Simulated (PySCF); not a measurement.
# CH₂NO radical: open-shell or spin-flip excitations

Aim: compute the open-shell or spin-flip excitations of CH₂NO radical (`C=N[O]`).

Programs: PySCF 2.14.0, with routines of our own; each step states its level. All values are computed. Atoms count from 0.

## (1) The system as given

5 atoms, charge 0, multiplicity 2; geometry from: GFN2-xTB.

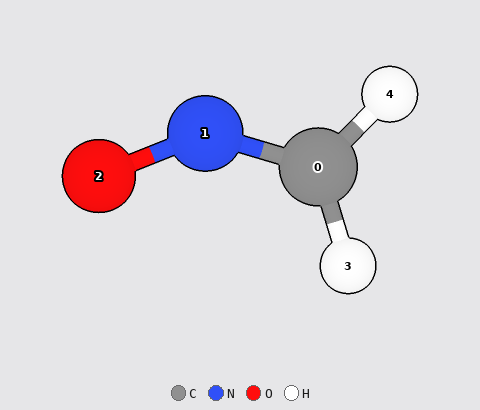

The starting geometry (carbon grey, nitrogen blue, oxygen red, hydrogen white).

## (2) Open-shell or spin-flip excitations: unrestricted TDDFT B3LYP/def2-SVPD

The job: settings as JSON, then the geometry in Å.

```
{"job": {"kind": "uabs", "xc": "B3LYP", "basis": "def2-SVPD", "nstates": 10, "tda": false}, "charge": 0, "multiplicity": 2}
C     -0.481646     0.055450     0.056183
N      0.692872    -0.362694     0.134614
O      1.813339    -0.143233    -0.274329
H     -0.772133     0.909890    -0.551144
H     -1.243810    -0.456559     0.617491
```

Method: unrestricted TDDFT B3LYP/def2-SVPD, vertical, gas phase, core orbitals frozen in the response.

Launch:

```
$ OMP_NUM_THREADS=1 python excited_run.py task.json out
```

One launch serves the whole session: the jobs run in the order shown.

Output:

```text
coarse grid: 4480 points
cycle   1  E = -168.9565441645  dE =  5.088e-01  |g| = 4.321e-01  |ddm| = 2.129e+00
cycle   2  E = -168.5279892600  dE =  4.286e-01  |g| = 1.129e+00  |ddm| = 9.953e-01
cycle   3  E = -169.0236408798  dE = -4.957e-01  |g| = 1.434e-01  |ddm| = 7.453e-01
cycle   4  E = -169.0301227644  dE = -6.482e-03  |g| = 8.573e-02  |ddm| = 2.003e-01
cycle   5  E = -169.0337350317  dE = -3.612e-03  |g| = 1.735e-02  |ddm| = 8.543e-02
cycle   6  E = -169.0338947834  dE = -1.598e-04  |g| = 5.799e-03  |ddm| = 1.955e-02
cycle   7  E = -169.0339240092  dE = -2.923e-05  |g| = 2.440e-03  |ddm| = 8.878e-03
cycle   8  E = -169.0339345875  dE = -1.058e-05  |g| = 6.817e-04  |ddm| = 7.159e-03
cycle   9  E = -169.0339363592  dE = -1.772e-06  |g| = 3.362e-04  |ddm| = 3.139e-03
final grid: 44152 points
cycle  10  E = -169.0657190938  dE = -1.027e-05  |g| = 2.399e-03  |ddm| = 1.951e-02
cycle  11  E = -169.0657099873  dE =  9.107e-06  |g| = 5.356e-03  |ddm| = 5.534e-03
cycle  12  E = -169.0657215487  dE = -1.156e-05  |g| = 6.278e-04  |ddm| = 3.887e-03
cycle  13  E = -169.0657217577  dE = -2.091e-07  |g| = 1.346e-04  |ddm| = 6.763e-04
cycle  14  E = -169.0657217819  dE = -2.414e-08  |g| = 1.309e-04  |ddm| = 2.940e-04
cycle  15  E = -169.0657217984  dE = -1.656e-08  |g| = 6.179e-05  |ddm| = 2.318e-04
cycle  16  E = -169.0657218072  dE = -8.783e-09  |g| = 1.990e-05  |ddm| = 2.459e-04
cycle  17  E = -169.0657218081  dE = -8.984e-10  |g| = 7.261e-06  |ddm| = 8.057e-05
converged SCF energy = -169.0657218081

Static polarisability (au): isotropic 27.259, principal 17.733 21.969 42.076

<S^2> of the reference = 0.7583 (exact 0.7500)

Excitations
state   eV       nm        f      <S^2>   main configurations
  1   2.2472    551.7   0.00003   0.759   Hb->Lb 0.99
  2   3.9910    310.7   0.00000   2.743   H-1a->La 0.49, Hb->L+1b 0.48
  3   4.3152    287.3   0.00003   0.784   Ha->La 0.98
  4   5.4332    228.2   0.01015   0.763   H-1b->Lb 0.82
  5   6.6688    185.9   0.01205   0.781   Ha->L+1a 0.97
  6   7.0334    176.3   0.00350   2.345   Hb->L+2b 0.88, H-1a->L+1a 0.10
  7   7.2926    170.0   0.00957   1.130   H-1a->L+1a 0.87, Hb->L+2b 0.11
  8   7.3378    169.0   0.31877   0.763   Hb->L+1b 0.35, H-1a->La 0.33, Ha->L+2a 0.10, H-1b->Lb 0.09
  9   7.4111    167.3   0.00291   0.950   H-2b->Lb 0.88
 10   7.8756    157.4   0.00000   2.001   H-1b->L+1b 0.90
```

Run time: 6 s. Hardware: 1 thread of Arm Neoverse V2, shared host; peak memory 0.32 GiB.

Key values:

```tsv
quantity	value
⟨S²⟩	0.758
```

Löwdin spin populations:

```tsv
atom	value (e)
C0	0.01
N1	0.45
O2	0.51
H3	0.03
H4	0.01
```

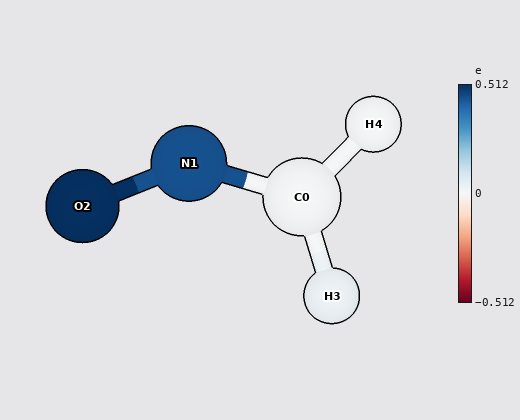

Löwdin spin populations, as colours on the atoms.

With diffuse functions Löwdin's scheme smears the spin, so small populations can have the wrong sign.

The fields below are evaluated on a grid from the run's orbitals.

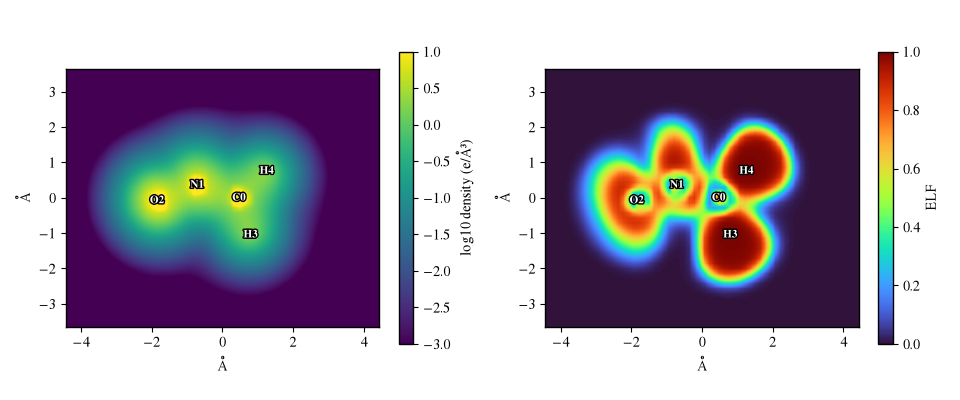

Density (left) and ELF (right) in a plane through or near 5 of the atoms.

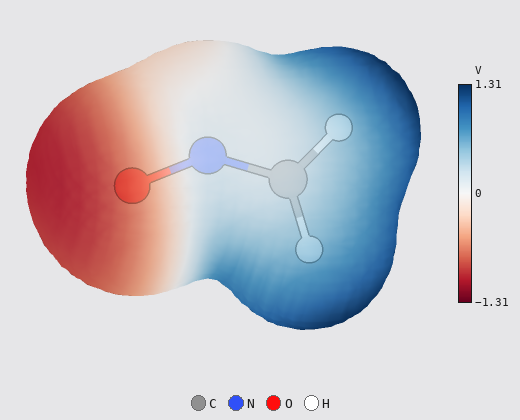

Electrostatic potential on the surface of density 0.002 e/bohr³; red is low, blue high. It runs from -1.03 V near O2 to 1.31 V near H4.

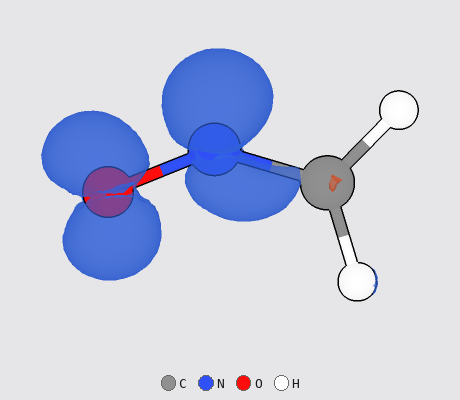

Spin density at ±0.08 e/Å³ (alpha excess blue, beta excess red).

## (3) Open-shell or spin-flip excitations: unrestricted TDDFT HCTH407/3-21G

The job: settings as JSON, then the geometry in Å.

```
{"job": {"kind": "uabs", "xc": "HCTH407", "basis": "3-21G", "nstates": 4, "tda": false}, "charge": 0, "multiplicity": 2}
C     -0.481646     0.055450     0.056183
N      0.692872    -0.362694     0.134614
O      1.813339    -0.143233    -0.274329
H     -0.772133     0.909890    -0.551144
H     -1.243810    -0.456559     0.617491
```

Method: unrestricted TDDFT HCTH407/3-21G, vertical, gas phase, core orbitals frozen in the response.

Output:

```text
coarse grid: 4480 points
cycle   1  E = -168.0801237604  dE =  4.844e-01  |g| = 4.681e-01  |ddm| = 1.751e+00
cycle   2  E = -167.0798994637  dE =  1.000e+00  |g| = 1.551e+00  |ddm| = 1.474e+00
cycle   3  E = -168.1212556892  dE = -1.041e+00  |g| = 3.013e-01  |ddm| = 1.321e+00
cycle   4  E = -168.1664036832  dE = -4.515e-02  |g| = 1.112e-01  |ddm| = 3.685e-01
cycle   5  E = -168.1722476450  dE = -5.844e-03  |g| = 2.858e-02  |ddm| = 1.153e-01
cycle   6  E = -168.1725655946  dE = -3.179e-04  |g| = 1.173e-02  |ddm| = 3.119e-02
cycle   7  E = -168.1726436317  dE = -7.804e-05  |g| = 1.117e-03  |ddm| = 1.373e-02
cycle   8  E = -168.1726458803  dE = -2.249e-06  |g| = 7.034e-04  |ddm| = 3.862e-03
final grid: 44152 points
cycle   9  E = -168.1962189069  dE = -9.734e-06  |g| = 5.222e-03  |ddm| = 9.920e-03
cycle  10  E = -168.1961172826  dE =  1.016e-04  |g| = 1.628e-02  |ddm| = 1.443e-02
cycle  11  E = -168.1962268314  dE = -1.095e-04  |g| = 1.903e-03  |ddm| = 1.324e-02
cycle  12  E = -168.1962286873  dE = -1.856e-06  |g| = 7.180e-04  |ddm| = 1.993e-03
cycle  13  E = -168.1962288951  dE = -2.078e-07  |g| = 1.361e-04  |ddm| = 5.170e-04
cycle  14  E = -168.1962289042  dE = -9.142e-09  |g| = 7.618e-05  |ddm| = 2.175e-04
cycle  15  E = -168.1962289084  dE = -4.155e-09  |g| = 7.181e-06  |ddm| = 9.733e-05
cycle  16  E = -168.1962289084  dE = -6.469e-11  |g| = 1.854e-06  |ddm| = 1.615e-05
converged SCF energy = -168.1962289084

Static polarisability (au): isotropic 17.760, principal 6.415 13.923 32.942

<S^2> of the reference = 0.7582 (exact 0.7500)

Excitations
state   eV       nm        f      <S^2>   main configurations
  1   2.5164    492.7   0.00000   0.754   Hb->Lb 0.99
  2   4.2435    292.2   0.00089   0.760   Ha->La 0.98
  3   4.2571    291.2   0.00001   2.736   H-1a->La 0.51, Hb->L+1b 0.48
  4   5.7711    214.8   0.00495   0.762   H-1b->Lb 0.82, Hb->L+1b 0.09
```

Wall time 1.7 s (1 thread of Arm Neoverse V2, shared host); peak memory 0.33 GiB.

In short:

```tsv
quantity	value
⟨S²⟩	0.758
```

## (4) Open-shell or spin-flip excitations: unrestricted TDDFT HF/def2-SVPD

The job: settings as JSON, then the geometry in Å.

```
{"job": {"kind": "uabs", "xc": "HF", "basis": "def2-SVPD", "nstates": 15, "tda": false, "scf": {"aux": "def2-universal-jfit", "max_cycle": 72}}, "charge": 0, "multiplicity": 2}
C     -0.481646     0.055450     0.056183
N      0.692872    -0.362694     0.134614
O      1.813339    -0.143233    -0.274329
H     -0.772133     0.909890    -0.551144
H     -1.243810    -0.456559     0.617491
```

Level: unrestricted TDDFT HF/def2-SVPD, vertical, gas phase, core orbitals frozen in the response.

Output:

```text
final grid: 44152 points
cycle   1  E = -167.9865843511  dE =  6.263e-01  |g| = 4.651e-01  |ddm| = 1.942e+00
cycle   2  E = -168.0427562206  dE = -5.617e-02  |g| = 3.817e-01  |ddm| = 6.709e-01
cycle   3  E = -168.0983890061  dE = -5.563e-02  |g| = 6.456e-02  |ddm| = 3.158e-01
cycle   4  E = -168.1027713162  dE = -4.382e-03  |g| = 3.191e-02  |ddm| = 1.112e-01
cycle   5  E = -168.1046386561  dE = -1.867e-03  |g| = 2.186e-02  |ddm| = 6.728e-02
cycle   6  E = -168.1058438531  dE = -1.205e-03  |g| = 1.805e-02  |ddm| = 4.599e-02
cycle   7  E = -168.1072706874  dE = -1.427e-03  |g| = 1.402e-02  |ddm| = 6.458e-02
cycle   8  E = -168.1085979205  dE = -1.327e-03  |g| = 8.910e-03  |ddm| = 8.749e-02
cycle   9  E = -168.1091568229  dE = -5.589e-04  |g| = 6.920e-03  |ddm| = 5.458e-02
cycle  10  E = -168.1094469783  dE = -2.902e-04  |g| = 6.051e-03  |ddm| = 3.143e-02
cycle  11  E = -168.1098979623  dE = -4.510e-04  |g| = 4.018e-03  |ddm| = 6.175e-02
cycle  12  E = -168.1101022305  dE = -2.043e-04  |g| = 1.710e-03  |ddm| = 5.452e-02
cycle  13  E = -168.1101207068  dE = -1.848e-05  |g| = 7.610e-04  |ddm| = 1.462e-02
cycle  14  E = -168.1101229775  dE = -2.271e-06  |g| = 4.233e-04  |ddm| = 4.806e-03
cycle  15  E = -168.1101237369  dE = -7.594e-07  |g| = 1.874e-04  |ddm| = 5.094e-03
cycle  16  E = -168.1101238502  dE = -1.133e-07  |g| = 8.666e-05  |ddm| = 1.591e-03
cycle  17  E = -168.1101238607  dE = -1.050e-08  |g| = 3.505e-05  |ddm| = 2.437e-04
cycle  18  E = -168.1101238665  dE = -5.813e-09  |g| = 1.499e-05  |ddm| = 5.076e-04
cycle  19  E = -168.1101238676  dE = -1.076e-09  |g| = 5.446e-06  |ddm| = 1.990e-04
cycle  20  E = -168.1101238678  dE = -1.505e-10  |g| = 1.492e-06  |ddm| = 5.649e-05
converged SCF energy = -168.1101238678

Static polarisability (au): isotropic 27.036, principal 16.707 21.017 43.385

<S^2> of the reference = 0.9650 (exact 0.7500)

Excitations
state   eV       nm        f      <S^2>   main configurations
  1   2.6039    476.1   0.00008   0.897   Hb->Lb 0.44, Hb->L+1b 0.27, H-2b->Lb 0.09
  2   3.8151    325.0   0.01809   2.022   Hb->L+2b 0.27, Ha->L+1a 0.26, H-1b->Lb 0.12, H-1b->L+1b 0.08
  3   4.8117    257.7   0.06190   1.351   H-1b->Lb 0.35, H-1b->L+1b 0.22, Ha->L+1a 0.15
  4   5.9816    207.3   0.00043   1.530   H-1a->L+1a 0.66, H-1b->L+2b 0.16
  5   6.8965    179.8   0.00117   1.342   H-1b->L+2b 0.58, H-1a->L+1a 0.19, H-1b->L+5b 0.12
  6   7.8876    157.2   0.01227   1.551   Hb->Lb 0.47, H-2b->Lb 0.22, H-2b->L+1b 0.09, Hb->L+1b 0.08
  7   8.0699    153.6   0.40362   0.978   Hb->L+2b 0.45, Ha->L+1a 0.35
  8   8.4193    147.3   0.00155   1.537   Hb->L+1b 0.50, H-2b->Lb 0.16, H-2b->L+1b 0.16
  9   8.7886    141.1   0.05513   0.985   H-4b->Lb 0.34, H-4b->L+1b 0.23
 10   9.0371    137.2   0.00936   1.573   Ha->La 0.69, Ha->L+4a 0.14
 11   9.3450    132.7   0.00299   1.323   H-1a->La 0.72, H-1a->L+4a 0.10
 12   9.9636    124.4   0.00000   2.035   Hb->L+4b 0.47, Hb->L+6b 0.16, Hb->L+3b 0.14
 13  10.3020    120.3   0.00007   2.030   Hb->L+6b 0.46, Hb->L+7b 0.17, Hb->L+4b 0.09
 14  10.3238    120.1   0.04356   2.117   H-1b->Lb 0.18, H-1b->L+1b 0.17, Hb->L+5b 0.13, H-2b->L+2b 0.09
 15  10.3910    119.3   0.02005   2.260   Hb->L+5b 0.23, H-1b->L+1b 0.16, H-1b->Lb 0.12, Ha->L+5a 0.12
```

Wall time 0.9 s (1 thread of Arm Neoverse V2, shared host); peak memory 0.33 GiB.

The run ended normally, but its values are not to be used for the molecule: the fitting basis def2-universal-jfit is not made for Coulomb and exchange fitting here.

## (5) Open-shell or spin-flip excitations: unrestricted TDDFT HSE06/def2-SVPD

The job: settings as JSON, then the geometry in Å.

```
{"job": {"kind": "uabs", "xc": "HSE06", "basis": "def2-SVPD", "nstates": 10, "tda": false, "scf": {"aux": "def2-universal-jkfit", "guess": "vsap", "fallback": true}}, "charge": 0, "multiplicity": 2}
C     -0.481646     0.055450     0.056183
N      0.692872    -0.362694     0.134614
O      1.813339    -0.143233    -0.274329
H     -0.772133     0.909890    -0.551144
H     -1.243810    -0.456559     0.617491
```

Level: unrestricted TDDFT HSE06/def2-SVPD, vertical, gas phase, core orbitals frozen in the response.

Output:

```text
final grid: 44152 points
cycle   1  E = -168.4474339816  dE =  1.277e-01  |g| = 9.117e-01  |ddm| = 2.512e+00
cycle   2  E = -167.9923293142  dE =  4.551e-01  |g| = 1.358e+00  |ddm| = 2.639e+00
cycle   3  E = -168.7881059037  dE = -7.958e-01  |g| = 4.561e-01  |ddm| = 1.381e+00
cycle   4  E = -168.8724092806  dE = -8.430e-02  |g| = 2.049e-01  |ddm| = 5.602e-01
cycle   5  E = -168.8863462510  dE = -1.394e-02  |g| = 1.136e-01  |ddm| = 1.959e-01
cycle   6  E = -168.8911042656  dE = -4.758e-03  |g| = 3.884e-03  |ddm| = 7.348e-02
cycle   7  E = -168.8911393329  dE = -3.507e-05  |g| = 2.471e-03  |ddm| = 1.156e-02
cycle   8  E = -168.8911523196  dE = -1.299e-05  |g| = 8.969e-04  |ddm| = 7.684e-03
cycle   9  E = -168.8911559266  dE = -3.607e-06  |g| = 4.013e-04  |ddm| = 4.908e-03
cycle  10  E = -168.8911564900  dE = -5.634e-07  |g| = 1.879e-04  |ddm| = 2.364e-03
cycle  11  E = -168.8911565593  dE = -6.924e-08  |g| = 8.595e-05  |ddm| = 8.890e-04
cycle  12  E = -168.8911565694  dE = -1.020e-08  |g| = 2.197e-05  |ddm| = 3.142e-04
cycle  13  E = -168.8911565697  dE = -2.756e-10  |g| = 8.844e-06  |ddm| = 3.819e-05
converged SCF energy = -168.8911565697

Static polarisability (au): isotropic 27.054, principal 17.612 21.736 41.813

<S^2> of the reference = 0.7600 (exact 0.7500)

Excitations
state   eV       nm        f      <S^2>   main configurations
  1   2.3330    531.4   0.00002   0.760   Hb->Lb 0.98
  2   3.8690    320.5   0.00001   2.740   H-1a->La 0.49, Hb->L+1b 0.48
  3   4.4001    281.8   0.00004   0.793   Ha->La 0.98
  4   5.4381    228.0   0.01288   0.765   H-1b->Lb 0.83
  5   6.9544    178.3   0.01833   0.791   Ha->L+1a 0.95
  6   7.2835    170.2   0.00287   2.462   Hb->L+2b 0.78, H-1a->L+1a 0.17
  7   7.4606    166.2   0.34022   0.766   Hb->L+1b 0.37, H-1a->La 0.34, H-1b->Lb 0.09
  8   7.5217    164.8   0.00022   0.984   H-2b->Lb 0.62, Hb->L+2b 0.12, H-1a->L+1a 0.12, H-1b->L+1b 0.09
  9   7.5428    164.4   0.01365   1.098   H-1a->L+1a 0.70, H-2b->Lb 0.17, Hb->L+2b 0.09
 10   7.8736    157.5   0.00000   1.868   H-1b->L+1b 0.83, H-2b->Lb 0.13
```

Run time: 7.5 s. Hardware: 1 thread of Arm Neoverse V2, shared host; peak memory 0.34 GiB.

Key values:

```tsv
quantity	value
⟨S²⟩	0.760
```

## (6) Results

| quantity | value |
| --- | --- |
| lowest and brightest state of nearly pure spin, of 10 (step 2, unrestricted TDDFT B3LYP/def2-SVPD) | 2.25 eV; 7.34 eV, f = 0.319 |
| surface potential, least and greatest | -1.03 V and 1.31 V |
| lowest and brightest state of nearly pure spin, of 4 (step 3, unrestricted TDDFT HCTH407/3-21G) | 2.52 eV; 5.77 eV, f = 0.005 |
| lowest and brightest state of nearly pure spin, of 10 (step 5, unrestricted TDDFT HSE06/def2-SVPD) | 2.33 eV; 7.46 eV, f = 0.340 |
| runs | 0 failed, 1 ended on unsound input |

In words: States whose ⟨S²⟩ lies well above the reference's are mixtures of spin states, an artefact of the unrestricted response, and are left out of the summary. The lowest state of nearly pure spin runs from 2.25 to 2.52 eV over the runs.
